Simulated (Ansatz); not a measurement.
# ClH₃OSi + HF: a complex and its separated parts, part 3 of 3

Ansatz 0.2.0, Gaussian basis. Earlier steps stand in the parts before.

## (16) B2PLYP/def2-TZVPP

The inputs:

parta/in.yaml

```yaml
crystal:
  periodic: [false, false, false]
  atoms:
    - {symbol: Si, position_ang: [-0.580756, 0.147173, 0.024140]}
    - {symbol: H, position_ang: [-0.494909, -0.723805, -1.170478]}
    - {symbol: H, position_ang: [-0.840822, -0.608376, 1.262873]}
    - {symbol: O, position_ang: [-1.784777, 1.242656, -0.101161]}
    - {symbol: Cl, position_ang: [1.251499, 1.063884, 0.186774]}
    - {symbol: H, position_ang: [-1.784820, 1.840993, -0.849955]}
basis:
  gaussian: {orbitals: def2-TZVPP}
hamiltonian: {xc: {name: B2PLYP}}
```

partb/in.yaml

```yaml
crystal:
  periodic: [false, false, false]
  atoms:
    - {symbol: F, position_ang: [2.089854, -1.940451, 0.330323]}
    - {symbol: H, position_ang: [2.144830, -1.022172, 0.317485]}
basis:
  gaussian: {orbitals: def2-TZVPP}
hamiltonian: {xc: {name: B2PLYP}}
```

Each run has its own folder and the same command.

The run is started by

```
ansatz run in.yaml --threads 4 --pin off --events-out ev --progress --plain --max-ram 9574MiB
```

Output in parta (excerpt; [...] marks lines left out):

```text
Functional definition: B2PLYP
  name "B2PLYP"
  cite "Grimme, J. Chem. Phys. 124, 034108 (2006) doi:10.1063/1.2148954"
  cite "Becke, Phys. Rev. A 38, 3098 (1988) doi:10.1103/PhysRevA.38.3098"
  cite "Lee, Yang & Parr, Phys. Rev. B 37, 785 (1988) doi:10.1103/PhysRevB.37.785"
[...]
925 factors; integrals over basis functions are off by at most 1.2e-3 eV
[...]
mean field -22487.43098530 eV, -826.3978461814 hartree, gradient 7.3e-6 eV, S^2 0.000000; 0 other end points of the search recorded, 0 dependent functions left out
11 core orbitals not correlated: weight in the atoms' cores, before any rotation towards them, 1.000 or more for the frozen orbitals, at most 0.000 for the correlated occupied ones
reference -22487.43113273 eV, -826.3978515996 hartree; 10, 10 occupied and 136, 136 virtual orbitals, 925 factors
second order -18.22462361 eV of doubles, -0.00000000 eV of singles
Total energy: -22492.35178111 eV, -826.5786820921 hartree
```

Log of partb (excerpt; [...] marks lines left out):

```text
[... 5 set-up lines as earlier in the session ...]
[...]
287 factors; integrals over basis functions are off by at most 1.0e-3 eV
[...]
mean field -2730.72525666 eV, -100.3523022302 hartree, gradient 1.4e-6 eV, S^2 0.000000; 0 other end points of the search recorded, 0 dependent functions left out
1 core orbitals not correlated: weight in the atoms' cores, before any rotation towards them, 1.000 or more for the frozen orbitals, at most 0.000 for the correlated occupied ones
reference -2730.72531336 eV, -100.3523043140 hartree; 4, 4 occupied and 40, 40 virtual orbitals, 287 factors
second order -8.59396963 eV of doubles, -0.00000000 eV of singles
Total energy: -2733.04568516 eV, -100.4375764048 hartree
```

Wall times: 1.9 s (parta), 0.2 s (partb) on 4 threads of Arm Neoverse V1, shared host.

## (17) PBE-QIDH/def2-TZVPP

Each input of step 16 (parta, partb) changes in the same lines:

```diff
-hamiltonian: {xc: {name: B2PLYP}}
+hamiltonian: {xc: {name: PBE-QIDH}}
```

One command serves all of them, each in its own folder.

The run is started by

```
ansatz run in.yaml --threads 4 --pin off --events-out ev --progress --plain --max-ram 9574MiB
```

Output in parta (excerpt; [...] marks lines left out):

```text
Functional definition: PBE-QIDH
  name "PBE-QIDH"
  cite "Brémond, Sancho-García, Pérez-Jiménez & Adamo, J. Chem. Phys. 141, 031101 (2014) doi:10.1063/1.4890314"
[... 1 set-up line as earlier in the session ...]
[...]
925 factors; integrals over basis functions are off by at most 1.2e-3 eV
[...]
mean field -22480.37223784 eV, -826.1384419969 hartree, gradient 5.4e-6 eV, S^2 0.000000; 0 other end points of the search recorded, 0 dependent functions left out
11 core orbitals not correlated: weight in the atoms' cores, before any rotation towards them, 1.000 or more for the frozen orbitals, at most 0.000 for the correlated occupied ones
reference -22480.37224864 eV, -826.1384423940 hartree; 10, 10 occupied and 136, 136 virtual orbitals, 925 factors
second order -16.94881552 eV of doubles, -0.00000000 eV of singles
Total energy: -22486.02185382 eV, -826.3460615547 hartree
```

Log of partb (excerpt; [...] marks lines left out):

```text
[... 4 set-up lines as earlier in the session ...]
[...]
287 factors; integrals over basis functions are off by at most 1.0e-3 eV
[...]
mean field -2728.92253313 eV, -100.2860533626 hartree, gradient 3.8e-6 eV, S^2 0.000000; 0 other end points of the search recorded, 0 dependent functions left out
1 core orbitals not correlated: weight in the atoms' cores, before any rotation towards them, 1.000 or more for the frozen orbitals, at most 0.000 for the correlated occupied ones
reference -2728.92253649 eV, -100.2860534858 hartree; 4, 4 occupied and 40, 40 virtual orbitals, 287 factors
second order -8.07148146 eV of doubles, -0.00000000 eV of singles
Total energy: -2731.61303031 eV, -100.3849273099 hartree
```

Times: 1.9 s (parta), 0.2 s (partb) on 4 threads of Arm Neoverse V1, shared host.

## (18) RPA on PBE/def2-TZVPP

The same edit goes into each in.yaml of step 17 (parta, partb):

```diff
-hamiltonian: {xc: {name: PBE-QIDH}}
+hamiltonian: {xc: pbe}
+correlation: {method: rpa}
```

Each run has its own folder and the same command.

The run is started by

```
ansatz run in.yaml --threads 4 --pin off --events-out ev --progress --plain --max-ram 9574MiB
```

parta printed (excerpt; [...] marks lines left out):

```text
[... 4 set-up lines as earlier in the session ...]
[...]
925 factors; integrals over basis functions are off by at most 1.2e-3 eV
[...]
mean field -22488.88618627 eV, -826.4513238309 hartree, gradient 1.5e-6 eV, S^2 0.000000; 0 other end points of the search recorded, 0 dependent functions left out
11 core orbitals not correlated: weight in the atoms' cores, before any rotation towards them, 1.000 or more for the frozen orbitals, at most 0.000 for the correlated occupied ones
reference -22453.92675042 eV, -825.1665882597 hartree; 10, 10 occupied and 136, 136 virtual orbitals, 925 factors
Total energy: -22478.79705823 eV, -826.0805552142 hartree
```

Output in partb (excerpt; [...] marks lines left out):

```text
[... 4 set-up lines as earlier in the session ...]
[...]
287 factors; integrals over basis functions are off by at most 1.0e-3 eV
[...]
mean field -2731.84355802 eV, -100.3933990472 hartree, gradient 9.3e-7 eV, S^2 0.000000; 0 other end points of the search recorded, 0 dependent functions left out
1 core orbitals not correlated: weight in the atoms' cores, before any rotation towards them, 1.000 or more for the frozen orbitals, at most 0.000 for the correlated occupied ones
reference -2722.68129426 eV, -100.0566920643 hartree; 4, 4 occupied and 40, 40 virtual orbitals, 287 factors
Total energy: -2733.63265295 eV, -100.4591470731 hartree
```

Times: 1.6 s (parta), 0.2 s (partb) on 4 threads of Arm Neoverse V1, shared host.

## (19) CCSD(T)/def2-TZVPP

The same edit goes into each in.yaml of step 18 (parta, partb):

```diff
-hamiltonian: {xc: pbe}
-correlation: {method: rpa}
+correlation: {method: ccsd_t}
```

The same command starts each run, in its folder.

The run is started by

```
ansatz run in.yaml --threads 4 --pin off --events-out ev --progress --plain --max-ram 9574MiB
```

parta printed (excerpt; [...] marks lines left out):

```text
Functional definition: HF
  name "HF"
  cite "Fock, Z. Phys. 61, 126 (1930) doi:10.1007/BF01340294"
[... 1 set-up line as earlier in the session ...]
[...]
925 factors; integrals over basis functions are off by at most 1.2e-3 eV
[...]
mean field -22455.01788925 eV, -825.2066868722 hartree, gradient 3.2e-6 eV, S^2 0.000000; 0 other end points of the search recorded, 0 dependent functions left out
11 core orbitals not correlated: weight in the atoms' cores, before any rotation towards them, 1.000 or more for the frozen orbitals, at most 0.000 for the correlated occupied ones
reference -22455.01788925 eV, -825.2066868722 hartree; 10, 10 occupied and 136, 136 virtual orbitals, 925 factors
second order -15.08657440 eV of doubles, -0.00000000 eV of singles
cycle   1  -15.56445853 eV  change   -4.8e-1 eV  update   7.7e-2
[...]
cycle   9  -15.97541991 eV  change   -3.7e-6 eV  update   8.5e-6
perturbative correction -0.57863761 eV, -0.0212645400 hartree
Total energy: -22471.57194677 eV, -825.8150372653 hartree
```

Output in partb (excerpt; [...] marks lines left out):

```text
[... 4 set-up lines as earlier in the session ...]
[...]
287 factors; integrals over basis functions are off by at most 1.0e-3 eV
[...]
mean field -2722.91275049 eV, -100.0651979239 hartree, gradient 4.5e-6 eV, S^2 0.000000; 0 other end points of the search recorded, 0 dependent functions left out
1 core orbitals not correlated: weight in the atoms' cores, before any rotation towards them, 1.000 or more for the frozen orbitals, at most 0.000 for the correlated occupied ones
reference -2722.91275049 eV, -100.0651979239 hartree; 4, 4 occupied and 40, 40 virtual orbitals, 287 factors
second order -7.36481768 eV of doubles, -0.00000000 eV of singles
cycle   1  -7.29618869 eV  change    6.9e-2 eV  update   3.9e-2
[...]
cycle   8  -7.43086350 eV  change    5.9e-7 eV  update   3.3e-6
perturbative correction -0.17033398 eV, -0.0062596583 hartree
Total energy: -2730.51394797 eV, -100.3445367791 hartree
```

Times: 11 s (parta), 0.2 s (partb) on 4 threads of Arm Neoverse V1, shared host; peak memory 1 GiB.

## (20) Vibrations of ClH₃OSi

File vib-parta/in.yaml:

```yaml
crystal:
  periodic: [false, false, false]
  atoms:
    - {symbol: Si, position_ang: [-0.580756, 0.147173, 0.024140]}
    - {symbol: H, position_ang: [-0.494909, -0.723805, -1.170478]}
    - {symbol: H, position_ang: [-0.840822, -0.608376, 1.262873]}
    - {symbol: O, position_ang: [-1.784777, 1.242656, -0.101161]}
    - {symbol: Cl, position_ang: [1.251499, 1.063884, 0.186774]}
    - {symbol: H, position_ang: [-1.784820, 1.840993, -0.849955]}
basis:
  gaussian: {orbitals: def2-TZVP}
hamiltonian: {xc: pbe0, dispersion: d4}
phonons: {temperatures: {t_min: 298.15, t_max: 900, t_step: 200}}
```

The run is started by

```
ansatz run in.yaml --threads 4 --pin off --events-out ev --progress --plain --max-ram 9574MiB
```

Log (excerpt; [...] marks lines left out):

```text
[... 5 set-up lines as earlier in the session ...]
[...]
819 factors; their error is unknown
[...]
mean field -22490.69972795 eV, -826.5179702582 hartree, gradient 6.2e-5 eV, S^2 0.000000; 0 other end points of the search recorded, 0 dependent functions left out
[...]
Atom 3 at    -1.784777     1.242656    -0.101161 Å, force     0.000351     0.000865    -0.001339 eV/Å
Atom 4 at     1.251499     1.063884     0.186774 Å, force    -0.000394     0.000207    -0.000130 eV/Å
Atom 5 at    -1.784820     1.840993    -0.849955 Å, force    -0.000094    -0.000003     0.000649 eV/Å
Dipole moment:    -0.156358     0.007204    -0.260614 e Å
Vibrations: 204.15 291.76 542.01 613.37 728.58 839.53 904.70 928.47 970.77 2247.59 2289.93 3920.97 cm⁻¹, zero-point energy 0.897759 eV
```

Run time: 26 s. Hardware: 4 threads of Arm Neoverse V1, shared host.

Wavenumbers and character of the modes:

```csv
mode,wavenumber (cm⁻¹),character
1,204,torsion with bend
2,292,bend with torsion
3,542,Si–Cl stretch
4,613,bend with wag or twist
5,729,bend
6,840,bend
7,905,bend
8,928,Si–O stretch with bend
9,971,bend
10,2248,Si–H stretch
11,2290,Si–H stretch
12,3921,O–H stretch
```

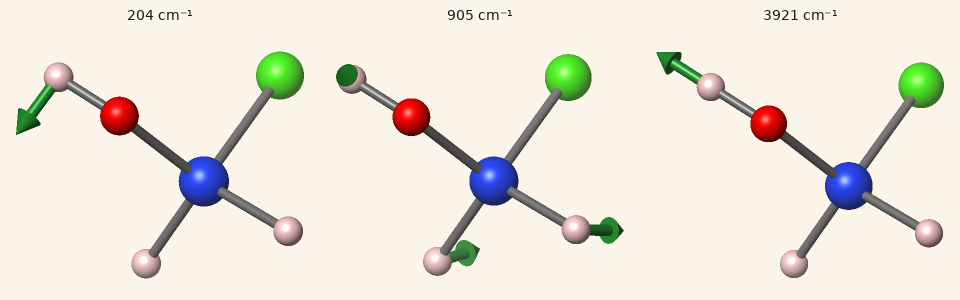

Displacements of 3 modes, as arrows.

Vibrational sums (real modes only):

```csv
T (K),entropy (J/mol/K),heat capacity (J/mol/K)
298,22.5,35.2
498,45.8,55.3
698,66.4,66.6
898,84.1,74.0
```

## (21) Vibrations of HF

File vib-partb/in.yaml:

```yaml
crystal:
  periodic: [false, false, false]
  atoms:
    - {symbol: F, position_ang: [2.089854, -1.940451, 0.330323]}
    - {symbol: H, position_ang: [2.144830, -1.022172, 0.317485]}
basis:
  gaussian: {orbitals: def2-TZVP}
hamiltonian: {xc: pbe0, dispersion: d4}
phonons: {temperatures: {t_min: 298.15, t_max: 900, t_step: 200}}
```

The run is started by

```
ansatz run in.yaml --threads 4 --pin off --events-out ev --progress --plain --max-ram 9574MiB
```

Log (excerpt; [...] marks lines left out):

```text
[... 5 set-up lines as earlier in the session ...]
[...]
200 factors; their error is unknown
[...]
mean field -2731.80169993 eV, -100.3918607908 hartree, gradient 6.9e-6 eV, S^2 0.000000; 0 other end points of the search recorded, 0 dependent functions left out
[...]
reference -2731.80151210 eV, -100.3918538880 hartree; 5, 5 occupied and 32, 32 virtual orbitals, 200 factors
Total energy: -2731.80322165 eV, -100.3919167128 hartree
Atom 0 at     2.089854    -1.940451     0.330323 Å, force    -0.000147    -0.002452     0.000034 eV/Å
Atom 1 at     2.144830    -1.022172     0.317485 Å, force     0.000147     0.002452    -0.000034 eV/Å
Dipole moment:     0.023951     0.400056    -0.005593 e Å
Vibrations: 4153.48 cm⁻¹, zero-point energy 0.257483 eV
```

Run time: 0.9 s. Hardware: 4 threads of Arm Neoverse V1, shared host.

The modes, with what each moves most:

```csv
mode,wavenumber (cm⁻¹),character
1,4153,F–H stretch
```

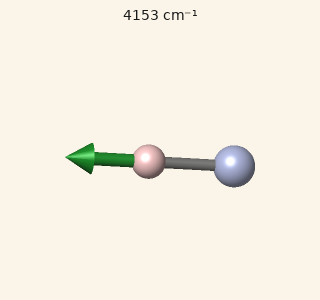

Displacements of 1 modes, as arrows.

Vibrational sums (real modes only):

```csv
T (K),entropy (J/mol/K),heat capacity (J/mol/K)
298,0.0,0.0
498,0.0,0.0
698,0.0,0.1
898,0.1,0.5
```

## (22) Complex less separated parts

The complex's own energies come from single points at the same levels.

Rows are in def2-TZVPP; times add the 3 runs of a level on a shared host, so small differences are noise.

Differences are taken before rounding.

```csv
method,rung,complex less parts (kJ/mol),from CCSD(T) (kJ/mol),time
SPW92,LDA,-29.9,-16.1,1.5 s
PBE-D4,GGA,-20.5,-6.7,2.4 s
BLYP-D4,GGA,-19.1,-5.3,2.4 s
r2SCAN-D4,meta-GGA,-18.3,-4.5,5.2 s
B97M-V,meta-GGA,-16.1,-2.3,9.4 s
PBE0-D4,hybrid,-17.5,-3.7,3.4 s
B3LYP-D4,hybrid,-17.8,-3.9,3.3 s
r2SCAN0-D4,hybrid,-16.7,-2.9,6.3 s
BHLYP-D4,hybrid,-16.4,-2.5,3.2 s
CAM-B3LYP-D4,range-separated hybrid,-18.7,-4.8,3.6 s
wB97X-V,range-separated hybrid,-17.0,-3.1,8.2 s
wB97M-V,range-separated hybrid,-17.4,-3.6,10 s
B2PLYP,double hybrid,-13.8,0.0,5.5 s
PBE-QIDH,double hybrid,-13.9,-0.1,5.5 s
RPA on PBE,RPA,-11.4,+2.5,5.1 s
Hartree-Fock,wavefunction,-3.9,+9.9,
MP2,wavefunction,-14.2,-0.4,
CCSD,wavefunction,-12.1,+1.7,
CCSD(T),wavefunction,-13.8,0,68 s
```

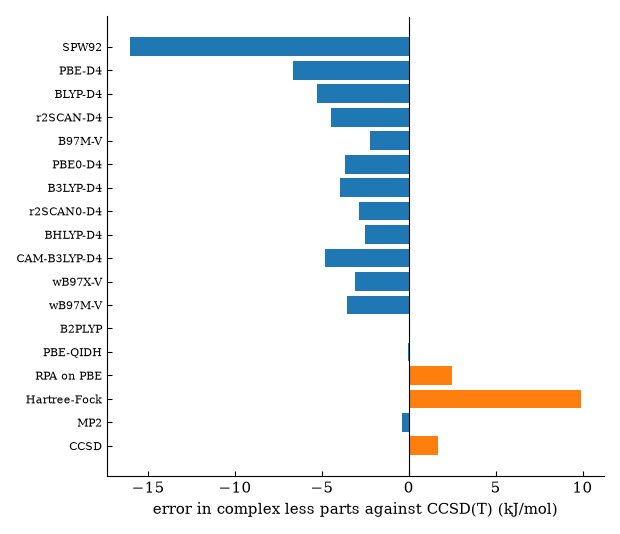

Deviations from CCSD(T), method by method.

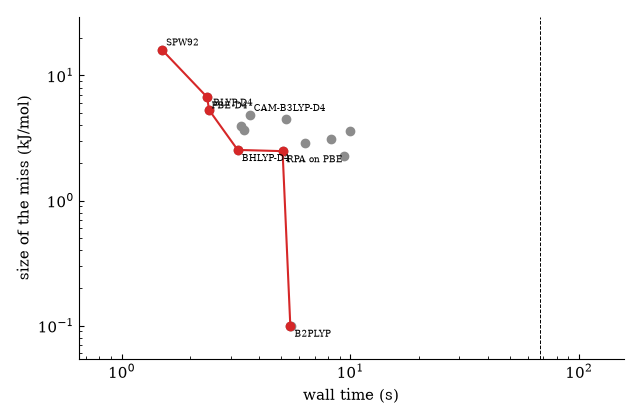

Accuracy for the time spent; red marks the levels that beat every quicker one drawn (of those quicker than the yardstick), and the dashed line is the time of CCSD(T). Only those levels and the largest misses are named. Misses under 0.1 kJ/mol are drawn at that value. Times are from a shared host.

B2PLYP reaches 0.0 kJ/mol from the reference in 5.5 s, where CCSD(T) took 68 s; the quickest level in the cost chart, SPW92, takes 1.5 s and misses by 16.1 kJ/mol.

The complex's zero-point energy, from a separate PBE0-D4 run, is 1.208 eV.

## (23) What came out

What follows sums up all 3 parts.

```
                              quantity         value
complex less parts, CCSD(T)/def2-TZVPP  -13.8 kJ/mol
                with zero-point energy   -8.7 kJ/mol
                 largest T1 diagnostic         0.010
```

In words: At CCSD(T) the complex lies 13.8 kJ/mol below its parts. Among the functionals B2PLYP lands nearest to CCSD(T) (0.0 kJ/mol) and SPW92 farthest (-16.1 kJ/mol). By rung, the mean size of the error is: LDA 16.1, GGA 6.0, meta-GGA 3.4, hybrid 3.3, range-separated hybrid 3.8, double hybrid 0.0 kJ/mol. The double hybrids carry no dispersion term here, unlike the levels marked D4 or V. PBE-D4 gives a relative energy 6.7 kJ/mol too low, outside chemical accuracy (1 kcal/mol, 4.2 kJ/mol). No counterpoise was applied, and triple zeta lacks some correlation, so the CCSD(T) reference has a basis error of its own, and close matches with it are partly luck.
